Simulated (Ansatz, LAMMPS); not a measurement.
**Al in place of Si at several sites of glassy 56SiO2-19BaO-25CaO (mol %) (82 atoms)**

Aim: make Al in place of Si at several sites of glassy 56SiO2-19BaO-25CaO (mol %) (82 atoms), relax each, and compare their energies.

Calculated with Ansatz 0.2.0; Kohn-Sham DFT, PBE, PAW (set soft_2), plane waves.

## (1) Set-up

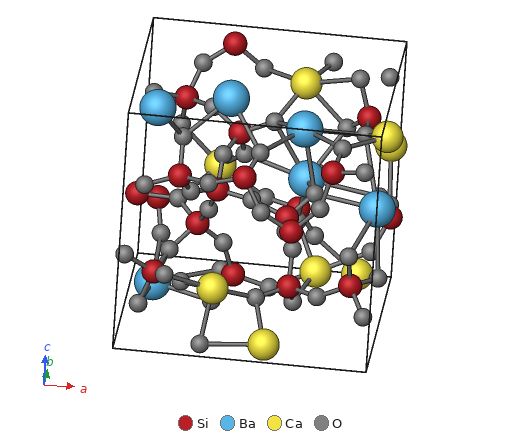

Start, viewed from a free direction; silicon red, barium blue, calcium yellow, oxygen grey. Bonds to atoms that aren't drawn are left out. Some periodic images of atoms are drawn too.

The cell holds 82 atoms: 18 Si, 6 Ba, 8 Ca and 50 O. Cell: a = 10.676 Å, b = 10.676 Å, c = 10.676 Å, α = 90.0°, β = 90.0°, γ = 90.0°. 82 atoms (18 Si, 6 Ba, 8 Ca, 50 O) placed at random at 3.25 g/cm³, melted at 4000 K for 10 ps at fixed volume with the Morse and Coulomb pair potential with partial charges (Pedone, Malavasi, Menziani, Cormack and Segre, J. Phys. Chem. B 110, 11780 (2006)). Quenched from 4000 K to 300 K at 10 K/ps and fixed volume, held 10 ps at zero pressure.

Limits known from the start: The quench rate of 10 K/ps is many orders above laboratory rates, so the cell is likely richer in defects and strain than a real sample. The network of bonds at the start is that of the classical potential that made the cell, and needn't be the one that DFT or experiment would give. Only the Γ point is sampled, in a cell whose shortest periodic width is 11 Å. Spin–orbit coupling is left out, which matters for the levels of the heavy elements.

## (2) Single point at the start

The forces at the start show how far the geometry lies from a minimum of this functional.

input.yaml

```yaml
crystal:
  lattice:
    - [10.67573, 0.0, 0.0]
    - [0.0, 10.67573, 0.0]
    - [0.0, 0.0, 10.67573]
  atoms:
    - { symbol: Si, position: [0.16391, 0.8242, 0.74932] }
    - { symbol: Si, position: [0.81324, 0.06647, 0.80217] }
    - { symbol: Si, position: [0.46768, 0.06801, 0.74554] }
    - { symbol: Si, position: [0.62494, 0.33345, 0.48466] }
    - { symbol: Si, position: [0.65109, 0.3134, 0.20211] }
    - { symbol: Si, position: [0.39579, 0.6624, 0.68883] }
    - { symbol: Si, position: [0.40365, 0.67181, 0.08298] }
    - { symbol: Si, position: [0.00353, 0.713, 0.37051] }
    - { symbol: Si, position: [0.62707, 0.88292, 0.30079] }
    - { symbol: Si, position: [0.33252, 0.92664, 0.95305] }
    - { symbol: Si, position: [0.25658, 0.59476, 0.31756] }
    - { symbol: Si, position: [0.20406, 0.19502, 0.67571] }
    - { symbol: Si, position: [0.66635, 0.04798, 0.54469] }
    - { symbol: Si, position: [0.90133, 0.19087, 0.28057] }
    - { symbol: Si, position: [0.11329, 0.37083, 0.18796] }
    - { symbol: Si, position: [0.89573, 0.68577, 0.79359] }
    - { symbol: Si, position: [0.06758, 0.96409, 0.25852] }
    - { symbol: Si, position: [0.33866, 0.41501, 0.54171] }
    - { symbol: Ba, position: [0.0914, 0.64892, 0.02957] }
    - { symbol: Ba, position: [0.66976, 0.64208, 0.52879] }
    - { symbol: Ba, position: [0.37664, 0.31752, 0.97202] }
    - { symbol: Ba, position: [0.10586, 0.11491, 0.98723] }
    - { symbol: Ba, position: [0.66529, 0.41958, 0.82971] }
    - { symbol: Ba, position: [0.97388, 0.37743, 0.53875] }
    - { symbol: Ca, position: [0.58642, 0.06039, 0.05157] }
    - { symbol: Ca, position: [0.96729, 0.97974, 0.56296] }
    - { symbol: Ca, position: [0.87335, 0.9039, 0.03778] }
    - { symbol: Ca, position: [0.72939, 0.62987, 0.14547] }
    - { symbol: Ca, position: [0.36761, 0.11353, 0.24638] }
    - { symbol: Ca, position: [0.99527, 0.36954, 0.85044] }
    - { symbol: Ca, position: [0.63263, 0.78966, 0.87103] }
    - { symbol: Ca, position: [0.30888, 0.89026, 0.45051] }
    - { symbol: O, position: [0.33284, 0.55955, 0.01012] }
    - { symbol: O, position: [0.20093, 0.27711, 0.80811] }
    - { symbol: O, position: [0.84924, 0.70723, 0.94503] }
    - { symbol: O, position: [0.09429, 0.88525, 0.14025] }
    - { symbol: O, position: [0.54505, 0.0151, 0.62756] }
    - { symbol: O, position: [0.15892, 0.50743, 0.23146] }
    - { symbol: O, position: [0.77092, 0.22005, 0.20825] }
    - { symbol: O, position: [0.14684, 0.87981, 0.61262] }
    - { symbol: O, position: [0.52875, 0.64243, 0.75657] }
    - { symbol: O, position: [0.51404, 0.18488, 0.80811] }
    - { symbol: O, position: [0.53076, 0.22847, 0.17758] }
    - { symbol: O, position: [0.80504, 0.76185, 0.71038] }
    - { symbol: O, position: [0.71911, 0.99057, 0.88864] }
    - { symbol: O, position: [0.34453, 0.52458, 0.64672] }
    - { symbol: O, position: [0.47954, 0.36936, 0.53051] }
    - { symbol: O, position: [0.93793, 0.66396, 0.23682] }
    - { symbol: O, position: [0.49034, 0.94384, 0.30897] }
    - { symbol: O, position: [0.68812, 0.94802, 0.43227] }
    - { symbol: O, position: [0.32601, 0.10385, 0.69272] }
    - { symbol: O, position: [0.18172, 0.01526, 0.32613] }
    - { symbol: O, position: [0.96826, 0.07232, 0.20206] }
    - { symbol: O, position: [0.99988, 0.30597, 0.27616] }
    - { symbol: O, position: [0.77341, 0.04691, 0.65275] }
    - { symbol: O, position: [0.6632, 0.41458, 0.09863] }
    - { symbol: O, position: [0.2432, 0.30209, 0.57022] }
    - { symbol: O, position: [0.22869, 0.27927, 0.19474] }
    - { symbol: O, position: [0.3445, 0.80707, 0.04283] }
    - { symbol: O, position: [0.94352, 0.99891, 0.84336] }
    - { symbol: O, position: [0.63764, 0.73723, 0.3101] }
    - { symbol: O, position: [0.695, 0.92463, 0.17483] }
    - { symbol: O, position: [0.45135, 0.95348, 0.85022] }
    - { symbol: O, position: [0.33691, 0.05215, 0.03174] }
    - { symbol: O, position: [0.41273, 0.73995, 0.56869] }
    - { symbol: O, position: [0.89098, 0.15054, 0.41921] }
    - { symbol: O, position: [0.04094, 0.74141, 0.7916] }
    - { symbol: O, position: [0.83408, 0.20919, 0.84884] }
    - { symbol: O, position: [0.21334, 0.91778, 0.8638] }
    - { symbol: O, position: [0.30384, 0.49771, 0.42021] }
    - { symbol: O, position: [0.27821, 0.7279, 0.75993] }
    - { symbol: O, position: [0.72253, 0.39693, 0.57011] }
    - { symbol: O, position: [0.98513, 0.87242, 0.35674] }
    - { symbol: O, position: [0.0606, 0.37314, 0.04636] }
    - { symbol: O, position: [0.35824, 0.64458, 0.22494] }
    - { symbol: O, position: [0.89685, 0.54135, 0.77928] }
    - { symbol: O, position: [0.65188, 0.37096, 0.33934] }
    - { symbol: O, position: [0.63514, 0.1795, 0.48915] }
    - { symbol: O, position: [0.16546, 0.70017, 0.37191] }
    - { symbol: O, position: [0.54758, 0.67861, 0.04125] }
    - { symbol: O, position: [0.07141, 0.14609, 0.64331] }
    - { symbol: O, position: [0.95971, 0.63752, 0.48434] }
kpoints:
  mp_grid: { grid: [1, 1, 1] }
hamiltonian:
  xc: pbe
scf:
  occupations: { method: fixed }
output:
  forces: true
```

Launch:

```
> ansatz run input.yaml --threads 4 --pin off --max-ram 8192MiB --backend cpu --events-out ev --progress --plain --runs-dir out
```

Numbers of over 12 decimals in the logs are rounded to 6 here.

Output:

```text
Engine: ansatz 0.2.0, aarch64-unknown-linux-gnu
Pseudopotentials: kind: paw
Pseudopotential: Si, paw, valence charge 4, recommended cutoff 420 eV (normal), Si.paw.azcp
Pseudopotential: Ba, paw, valence charge 10, recommended cutoff 420 eV (normal), Ba.paw.azcp
Pseudopotential: Ca, paw, valence charge 10, recommended cutoff 420 eV (normal), Ca.paw.azcp
Pseudopotential: O, paw, valence charge 6, recommended cutoff 420 eV (normal), O.paw.azcp
Functional definition: PBE
  parameter kappa = 0.804
  parameter beta = 0.066725
  exchange = pbe_x(kappa = kappa, mu = beta*pi^2/3)
  correlation = pbe_c(beta = beta)
Crystal: 82 atoms, lattice volume = 1216.726 Å³
Basis set: ecut = 420 eV, 23847 PW (Γ), exchange–correlation on 144×144×144 points (8 copies of the dense FFT grid, shifted against one another)
Bands: 338, of which v1, the nominal top of the filled ones, is band 256 counted from 1 (255 counted from 0)
Symmetry: 1 space group operations
Space group: P1 (ITA 1), of the structure as read, at distance tolerance 1.1e-4 Å
k-points: 1
Non-local potential: Si, projectors of the file, l = 0: 2, l = 1: 2, l = 2: 2
Non-local potential: Ba, projectors of the file, l = 0: 3, l = 1: 2, l = 2: 2, l = 3: 2
Non-local potential: Ca, projectors of the file, l = 0: 3, l = 1: 2, l = 2: 2
Non-local potential: O, projectors of the file, l = 0: 2, l = 1: 2, l = 2: 1
PAW form: soft (Blöchl's): semilocal exchange-correlation on the pseudo side does not see the compensation charge
PAW one-centre angular grid: Si, 110 points (default); XC on 64 Gauss nodes
PAW one-centre angular grid: Ba, 194 points (default); XC on 64 Gauss nodes
PAW one-centre angular grid: Ca, 110 points (default); XC on 64 Gauss nodes
PAW one-centre angular grid: O, 110 points (default); XC on 64 Gauss nodes
Initial density: superposition of atomic densities (neutral atoms: chi_scale 0, normalization atom), corrected by the library's trained network
Initial wavefunctions: pseudopotential atomic-orbital guess
Functional: x = pbe(κ = 0.804, μ = 0.219515), c = pbe(β = 0.066725)
SCF iter   1: F=—  HF=-90152.032476 eV  |F-HF|=—  |Δ(HF+E_count)|=         —  Δρ=1.90e-3  dr2=4.77e-2  ethr=1.77e-3  ⟨swp⟩=7.0  Hψ=1170  notcnv=0  defer=80
preconditioner: auto → Resta (q_TF=auto, 2.362 Å⁻¹)  ε∞=3.3  [insulator: Δε(μ)=3.316 eV  Ē_g=15.570 eV  n_scr=256 (ndim 8)  ℏωp=23.4 eV  f_vac=0.096  ε∞_Penn≈3.3]
SCF iter   2: F=—  HF=-90152.042443 eV  |F-HF|=—  |Δ(HF+E_count)|=   9.97e-3  Δρ=1.00e-3  dr2=1.08e-2  ethr=9.31e-6  ⟨swp⟩=4.0  Hψ=594  notcnv=0  defer=80
SCF iter   3: F=—  HF=-90152.046063 eV  |F-HF|=—  |Δ(HF+E_count)|=   3.62e-3  Δρ=4.32e-4  dr2=3.01e-3  ethr=2.11e-6  ⟨swp⟩=3.0  Hψ=450  notcnv=0  defer=76
automatic band count: iteration 3 solves 334 bands in place of 338: the levels show a gap, and the empty bands left out lie too high to hold charge; the band table lists the bands solved (type scf.n_extra_bands for more)
SCF iter   4: F=—  HF=-90152.046791 eV  |F-HF|=—  |Δ(HF+E_count)|=   7.28e-4  Δρ=1.23e-4  dr2=2.05e-4  ethr=5.88e-7  ⟨swp⟩=3.0  Hψ=450  notcnv=0  defer=76
SCF iter   5: F=—  HF=-90152.046857 eV  |F-HF|=—  |Δ(HF+E_count)|=   6.58e-5  Δρ=7.18e-5  dr2=5.75e-5  ethr=4.00e-8  ⟨swp⟩=2.0  Hψ=463  notcnv=0  defer=76
SCF iter   6: F=—  HF=-90152.048715 eV  |F-HF|=—  |Δ(HF+E_count)|=   1.86e-3  Δρ=2.47e-5  dr2=6.56e-6  ethr=1.12e-8  ⟨swp⟩=2.0  Hψ=576  notcnv=0  defer=76
SCF iter   7: F=—  HF=-90152.048718 eV  |F-HF|=—  |Δ(HF+E_count)|=   2.25e-6  Δρ=9.04e-6  dr2=9.66e-7  ethr=1.28e-9  ⟨swp⟩=2.0  Hψ=454  notcnv=0  defer=76
SCF iter   8: F=—  HF=-90152.048718 eV  |F-HF|=—  |Δ(HF+E_count)|=   8.31e-7  Δρ=7.08e-6  dr2=5.12e-7  ethr=1.89e-10  ⟨swp⟩=2.0  Hψ=489  notcnv=0  defer=76
SCF iter   9: F=-90152.048718 eV  HF=-90152.048718 eV  |F-HF|=2.14e-8  |Δ(HF+E_count)|=   8.63e-9  Δρ=1.23e-6  dr2=1.96e-8  ethr=1.95e-11  ⟨swp⟩=3.0  Hψ=1303  notcnv=0
SCF 1 converged in 9 iterations: F = -90152.048718 eV  dr2 = 1.96e-8
  greatest PAW one-centre occupation: 0.995 electrons in one spin orbital (limit 2), on the Ca atom at site 25 (counted from 0), in its partial waves of l = 0
SCF converged after 9 iterations
Free energy (F): -90152.048718 eV
Harris-Foulkes:  -90152.048718 eV  (|F-HF|=2.14e-8)
Internal energy: -90152.048718 eV  (E = F + TS)
E sigma→0 (E₀):  -90152.048718 eV
Fermi energy:    5.502376 eV
--- Per-component energies (eV) ---
  E_band       = -2377.548770
  E_kinetic    = 12978.309237
  E_local      = -32050.933565  (includes V_loc(G=0)·N_el)
  E_nonlocal   = 3696.289584
  E_hartree    = 11711.801243
  E_xc         = -6855.216191
  E_vxc        = -7818.935182  (∫ρ·V_xc dr)
  E_paw        = -55394.760001  (= ΣΔE_a)
  E_vpaw       = -2606.009256  (= ΣTr[D̂ρ^β])
  E_aug_tail   = 0.126825  (compensation charges beyond the density's cutoff)
  E_ewald      = -24237.665850
  E_smearing   = -0.000000  (= −TS)
  E_closure    = -0.000000  (closes the sum)
  Σ components = -90152.048718   (vs F -90152.048718, Δ=0.00e0)
--- Forces (eV/Å), atoms counted from 1 ---
  atom   1  Si    -0.16695151    -0.53134768    -0.93800346
  atom   2  Si     1.75945920     0.23292219     0.89962445
  atom   3  Si    -2.46937247    -2.26078758    -1.90400275
  atom   4  Si    -1.87337539    -2.76568705    -1.04811118
  atom   5  Si     0.24953918    -0.94021271    -0.10896212
  atom   6  Si    -0.78401422    -0.68606156     0.34091216
  atom   7  Si     0.49931430    -1.93180724    -2.22637505
  atom   8  Si    -0.01868403     0.74844510    -3.96923110
  atom   9  Si    -0.31206627     1.25501947     1.22163520
  atom  10  Si     1.41537053    -0.71553529    -0.91135486
  atom  11  Si    -1.93795427    -1.99196843    -0.24436321
  atom  12  Si     2.01408898     0.88890895     2.04795625
  atom  13  Si     0.04902224    -1.33819551    -0.73394112
  atom  14  Si    -0.02049898    -1.13392708    -0.59324373
[...]
atom  81  O     -1.47101935    -0.00129233    -0.72166356
  atom  82  O     -1.43818853    -1.52478792     2.48328323
  max |Σ_I F_I| component: 5.64e-5 eV/Å
```

Wall time 12 s (4 threads of Arm Neoverse V1, shared host); peak memory 1.4 GiB.

The column dr2 measures how far the density is from self-consistency, as an energy; F and HF (Harris–Foulkes) agree once it is small.

The r.m.s. force at the start is 1.3 eV/Å.

## (3) Relaxation

With the cell held, the atoms are moved downhill towards a nearby minimum.

input.yaml

```yaml
crystal:
  lattice:
    - [10.67573, 0.0, 0.0]
    - [0.0, 10.67573, 0.0]
    - [0.0, 0.0, 10.67573]
  atoms:
    [... the 82 atom lines of step 2 ...]
kpoints:
  mp_grid: { grid: [1, 1, 1] }
hamiltonian:
  xc: pbe
scf:
  occupations: { method: fixed }
output:
  forces: true
relax:
  f_tol: 0.05
  max_steps: 120
```

Output:

```text
[...]
Crystal: 82 atoms, lattice volume = 1216.726 Å³
Basis set: ecut = 420 eV, 23847 PW (Γ), exchange–correlation on 144×144×144 points (8 copies of the dense FFT grid, shifted against one another)
Bands: 338, of which v1, the nominal top of the filled ones, is band 256 counted from 1 (255 counted from 0)
Symmetry: 1 space group operations
[...]
k-points: 1
[...]
SCF iter   1: F=—  HF=-90152.032476 eV  |F-HF|=—  |Δ(HF+E_count)|=         —  Δρ=1.90e-3  dr2=4.77e-2  ethr=1.77e-3  ⟨swp⟩=7.0  Hψ=1170  notcnv=0  defer=80
[...]
SCF iter   6: F=-90152.048716 eV  HF=-90152.048715 eV  |F-HF|=1.59e-7  |Δ(HF+E_count)|=   8.39e-6  Δρ=2.43e-5  dr2=6.56e-6  ethr=1.13e-8  ⟨swp⟩=2.0  Hψ=1082  notcnv=0
SCF 1 converged in 6 iterations: F = -90152.048716 eV  dr2 = 6.56e-6
[...]
relax step   1: F+E_penalty+E_count = -90152.04871564 eV  Δ(F+E_penalty+E_count) = +0.000e0 eV  max|allowed force component| = 4.657e0 eV/Å  Δτ_max = 0.0000 Å  (6 SCF iters, dr2 threshold 6.25e-5 eV, accepted)
[... from here on, the SCF cycles and remarks between the steps are left out ...]
relax step   2: F+E_penalty+E_count = -90156.40626092 eV  Δ(F+E_penalty+E_count) = -4.358e0 eV  max|allowed force component| = 2.352e0 eV/Å  Δτ_max = 0.1950 Å  (6 SCF iters, dr2 threshold 1.00e-4 eV, accepted)
relax step   3: F+E_penalty+E_count = -90158.53754202 eV  Δ(F+E_penalty+E_count) = -2.131e0 eV  max|allowed force component| = 1.046e0 eV/Å  Δτ_max = 0.2000 Å  (7 SCF iters, dr2 threshold 1.00e-4 eV, accepted)
relax step   4: F+E_penalty+E_count = -90159.24136772 eV  Δ(F+E_penalty+E_count) = -7.038e-1 eV  max|allowed force component| = 4.493e-1 eV/Å  Δτ_max = 0.2000 Å  (7 SCF iters, dr2 threshold 1.00e-4 eV, accepted)
relax step   5: F+E_penalty+E_count = -90159.27680755 eV  Δ(F+E_penalty+E_count) = -3.544e-2 eV  max|allowed force component| = 4.691e-1 eV/Å  Δτ_max = 0.2000 Å  (7 SCF iters, dr2 threshold 3.72e-5 eV, accepted)
relax step   6: F+E_penalty+E_count = -90159.39963354 eV  Δ(F+E_penalty+E_count) = -1.228e-1 eV  max|allowed force component| = 2.400e-1 eV/Å  Δτ_max = 0.2000 Å  (7 SCF iters, dr2 threshold 4.06e-5 eV, accepted)
relax step   7: F+E_penalty+E_count = -90159.39070821 eV  Δ(F+E_penalty+E_count) = +8.925e-3 eV  max|allowed force component| = 2.049e-1 eV/Å  Δτ_max = 0.2000 Å  (7 SCF iters, dr2 threshold 1.51e-5 eV, rejected (line search))
relax step   8: F+E_penalty+E_count = -90159.44467076 eV  Δ(F+E_penalty+E_count) = -4.504e-2 eV  max|allowed force component| = 5.067e-2 eV/Å  Δτ_max = 0.1000 Å  (9 SCF iters, accepted)
relax step   9: F+E_penalty+E_count = -90159.44777701 eV  Δ(F+E_penalty+E_count) = -3.106e-3 eV  max|allowed force component| = 7.395e-2 eV/Å  Δτ_max = 0.0224 Å  (7 SCF iters, accepted)
relax step  10: F+E_penalty+E_count = -90159.44406037 eV  Δ(F+E_penalty+E_count) = +3.717e-3 eV  max|allowed force component| = 1.561e-1 eV/Å  Δτ_max = 0.1500 Å  (9 SCF iters, rejected (line search))
relax step  11: F+E_penalty+E_count = -90159.45466682 eV  Δ(F+E_penalty+E_count) = -6.890e-3 eV  max|allowed force component| = 4.569e-2 eV/Å  Δτ_max = 0.0750 Å  (9 SCF iters, accepted)
SCF converged after 9 iterations
Free energy (F): -90159.454667 eV
[...]
Internal energy: -90159.454667 eV  (E = F + TS)
E sigma→0 (E₀):  -90159.454667 eV
Fermi energy:    5.076079 eV
[...]
Σ components = -90159.454667   (vs F -90159.454667, Δ=0.00e0)
--- Forces (eV/Å), atoms counted from 1 ---
  atom   1  Si    -0.01593349     0.01165340    -0.01288202
  atom   2  Si     0.00655376     0.01450519    -0.00537033
  atom   3  Si    -0.01142102     0.03508370    -0.02483858
  atom   4  Si     0.02617287    -0.02304997    -0.02001765
[...]
atom  82  O     -0.00533911     0.00116235     0.00007340
  max |Σ_I F_I| component: 6.75e-5 eV/Å
--- Relaxed structure (11 steps of the walk, 9 accepted, 0 SCFs on fresh bases) ---
  F+E_penalty+E_count = -90159.45466682 eV   max|allowed force component| = 4.569e-2 eV/Å
  atoms:
    - { symbol: Si, position: [0.164888, 0.815010, 0.750258] }
    - { symbol: Si, position: [0.814611, 0.071046, 0.814007] }
    - { symbol: Si, position: [0.459023, 0.070396, 0.757224] }
    - { symbol: Si, position: [0.635875, 0.337125, 0.481592] }
[...]
- { symbol: O, position: [0.937138, 0.629419, 0.463513] }
```

It took 1.8 min on 4 threads; peak memory 1.3 GiB.

The relaxation converged after 11 steps, 7.41 eV below its start, with a largest force component of 0.046 eV/Å.

(Continued in part 2 of 2.)

[Logs are printed without paths, hosts, clocks, repeated set-up lines and the standing remarks that a program may print on its own settings, such as how far it seeks lower states.]

[Hosts, paths, dates, database ids (printed as entryN), source tags and the programs' standing remarks are cut or masked in the printed files.]
